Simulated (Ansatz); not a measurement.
# Calculations on HfH$_{2}$SF$_{4}$

**1. Relaxation**

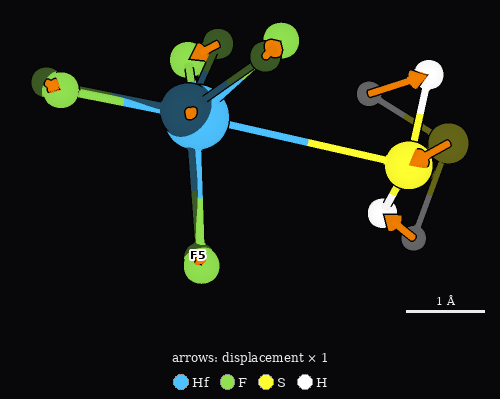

This is a relaxation of HfH₂SF₄. The starting structure is drawn faded, the final one solid; orange arrows show the displacements, at their true length. The two geometries are superimposed by the best rigid fit.

Style: ball-and-stick. Shown at a tilt.

The run prepares an end point of a later path (reaction) calculation, from a guessed geometry.

Level of theory: RKS PBE/def2-SVP (Ansatz 0.2.0). Set-up: no spin polarisation; force threshold 0.03 eV/Å; at most 50 steps.

> What happened in the run?

The energy falls by 6.12 kcal/mol in 21 accepted moves (24 points after the start). Largest force component: 0.68 eV/Å at the start, 0.0074 eV/Å at the end. The line search rejected the trial steps at points 12, 18, 20 of the run. The forces were under the threshold at step 9, but the run went on from there. The atom that moves furthest after the best rigid fit is an H atom (0.94 Å). Largest moves by element: H 0.94 Å, S 0.73 Å, F 0.50 Å, Hf 0.21 Å. Among the contacts that change: Hf–S 3.741 → 2.977 Å, F–Hf 1.960 → 1.931 Å, H–S 1.386 → 1.363 Å, F–Hf 1.915 → 1.929 Å. New bonds form, among them: Hf–S (3.74 → 2.98 Å). Bond angles that change, for instance: F–Hf–F 112.6° → 117.6°, F–Hf–F 106.3° → 101.4°, F–Hf–F 106.5° → 101.7°. Cost: 18 s on 4 threads of Intel(R) Xeon(R) 6975P-C (Granite Rapids), with other jobs on the host, peak memory 0.18 GiB.

**2. Relaxation**

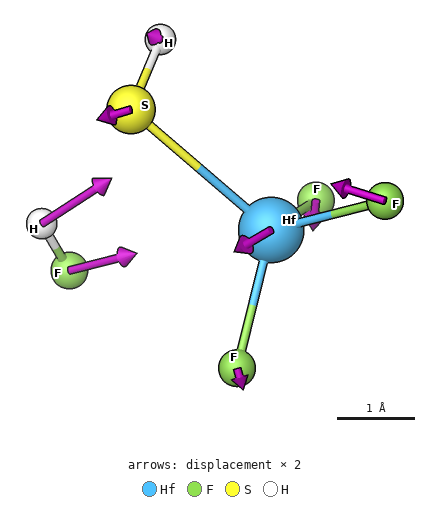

A relaxation of HfH2SF4. The starting structure is drawn; purple arrows show the displacements, 2 times their true length. The two geometries are superimposed by the best rigid fit.

A ball-and-stick model, seen at a tilt.

The run prepares an end point of a later path (reaction) calculation, from a guessed geometry.

Computed with RKS PBE/def2-SVP in Ansatz 0.2.0.

Input file:
```yaml
crystal:
  periodic: [false, false, false]
  atoms:
    - { symbol: Hf, position_ang: [-0.512546, 0.182193, -0.445417] }
    - { symbol: F, position_ang: [-0.169959, -1.08279, 2.438724] }
    - { symbol: F, position_ang: [1.087468, 0.96373, 0.245326] }
    - { symbol: F, position_ang: [-0.820795, 1.062627, -2.108268] }
    - { symbol: F, position_ang: [-0.43934, -1.678981, -0.870947] }
    - { symbol: S, position_ang: [-2.514298, 0.70542, 1.019336] }
    - { symbol: H, position_ang: [-3.153701, -0.432981, 0.602878] }
    - { symbol: H, position_ang: [-0.946229, -0.592019, 2.622668] }
basis:
  gaussian: { orbitals: def2-SVP }
hamiltonian:
  xc: pbe
relax:
  f_tol: 0.03
  max_steps: 50
output:
  orbitals: {}
```

Run as
```bash
ansatz run input.yaml --threads 4 --pin off --max-ram 5120MiB --backend cpu --events-out ev --progress --plain --runs-dir out
```

**What did the optimiser do to the structure, and how much energy did it gain?**

The atom that moves furthest after the best rigid fit is H8 (0.61 Å). Largest moves by element: H 0.61 Å, F 0.54 Å, Hf 0.35 Å, S 0.27 Å. Near-neighbour distances that change, for instance: Hf1–F2 3.168 → 2.290 Å, Hf1–H8 3.194 → 2.438 Å, S6–H8 2.591 → 1.867 Å, F2–H8 0.937 → 1.042 Å. New bonds form, among them: Hf1–F2 (3.17 → 2.29 Å). Among the angles between lasting bonds that change: F4–Hf1–S6 106.3° → 96.1°, F5–Hf1–S6 111.1° → 117.9°, F3–Hf1–S6 111.6° → 117.4°. After 9 accepted moves (10 points after the start) the energy has fallen by 9.24 kcal/mol. Largest force component: 0.55 eV/Å at the start, 0.022 eV/Å at the end. The line search rejected the trial step at point 5 of the run. The run took 9.1 s on 4 threads of Intel(R) Xeon(R) 6975P-C (Granite Rapids), with other jobs on the host, peak memory 0.19 GiB.

Limits of the set-up: the start holds two separate molecules, 2.6 Å apart at their closest, whose relative position is a soft coordinate and is computed without a dispersion correction.

**3. Path**

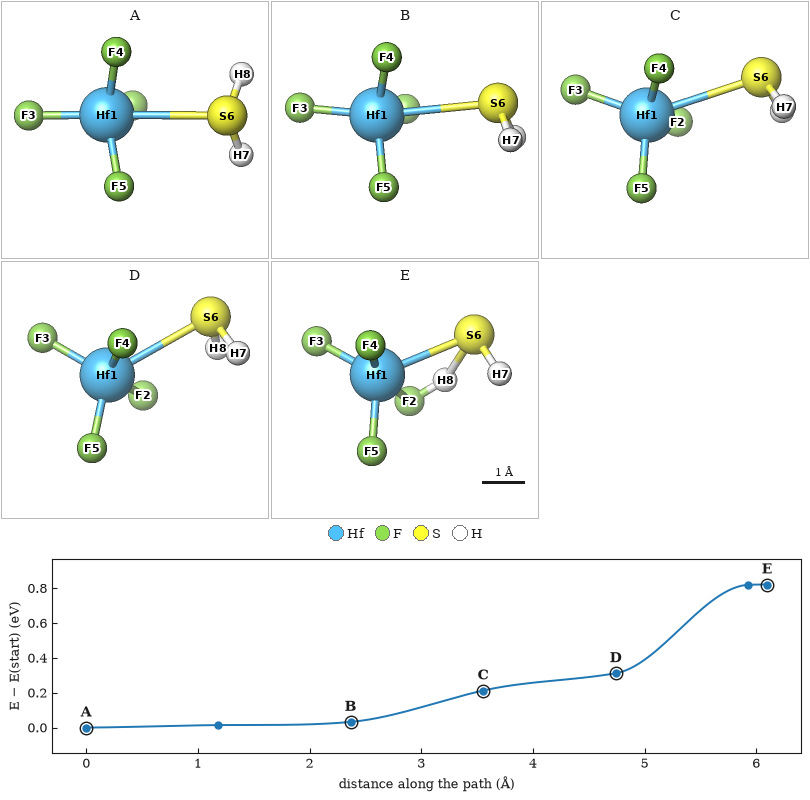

A search for the minimum-energy path of HfH$_{2}$SF$_{4}$ by the nudged elastic band. Images are numbered from 0 (start) to 6 (end). Frames A to E are images 0, 2, 3, 4, 6. A ball-and-stick model, seen face on.

Theory: Ansatz, RKS PBE/def2-SVP. Settings: 5 movable images; climbing image; force threshold 0.05 eV/Å; iteration limit 60; starting path through a guess of the saddle point.

Describe the mechanism and the energy profile.

Answer. No barrier shows: the energy is highest at the end, and the end lies 0.82 eV above the start. Forming: F2–H8 (3.13 → 1.04 Å). The band converged in 17 iterations. The largest component of the band force went from 10 to 0.046 eV/Å.

Cost: 61 s on 4 threads of Intel(R) Xeon(R) 6975P-C (Granite Rapids) (shared host), peak memory 0.19 GiB.
